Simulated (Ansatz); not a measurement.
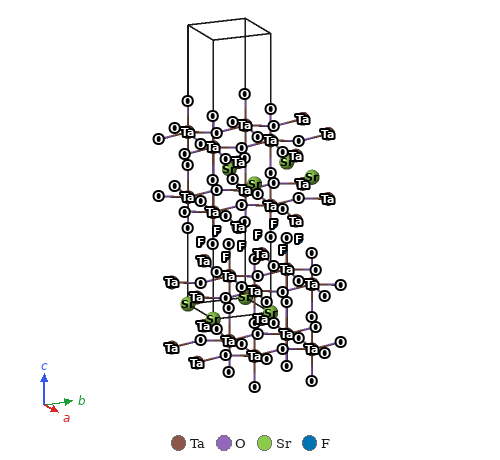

SrTa₂O₇F₂ (space group I4/mmm, No. 139): the geometry relaxed (final pressure about 2.4 GPa) with Ansatz 0.2.0, DFT, PAW plane waves, r2scan; the starting structure was generated, so it need not be a known form of this composition.

Bonds are taken as O–Ta below 2.4 Å; Sr is left out of the net, as the electropositive filling of the structure; no other contact counts. Simplification: prune 0- and 1-connected atoms, fold 2-connected ones into links.

> What kind of net remains, and which atoms are its nodes?

A uninodal 5-connected, two-periodic (layers) net: Ta is a 5-connected node. O(2b) and O(8g) become part of the edges. O(4e) and F drop out.

> How do the layers lie?

The layers lie parallel to (001).

> How many nodes does the smallest cycle have?

Four.

> Give the first six terms of the coordination sequence (nodes one, two, three … edges away).

Ta: 5, 12, 20, 28, 36, 44.

The simplified net, drawn on the atoms' positions. Nodes are coloured by element. One layer is drawn. Edges to nodes outside the piece are drawn as stubs.

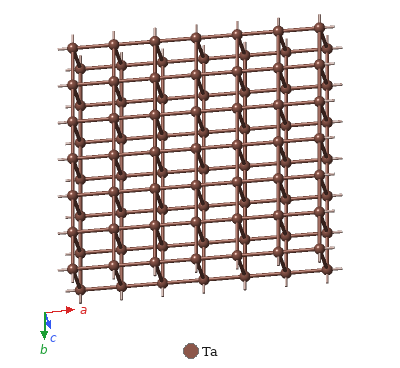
